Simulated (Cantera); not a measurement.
Input: 1 mol PbO, 1.4 mol O2, 1.5 mol H2, equilibrated at 2.00 bar.

These are equilibrium values from Cantera (NASA tables, ideal gas, pure condensed phases), not measurements of a reactor. Candidate condensed phases: H2O, Pb, PbO, PbO2, Pb3O4; 12 gas species. Gases not in the tables: (PbO)n polymers. The numbers say what is thermodynamically allowed, not how fast it happens.

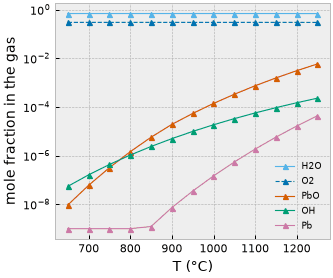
Equilibrium gas composition (values under 1e-9 drawn at 1e-9)

Task: Read off the mole fractions at 1100 °C.

Result: H2O about 0.70, O2 about 0.30, PbO about 0.00074, OH about 5.7e-5, Pb about 1.9e-6.
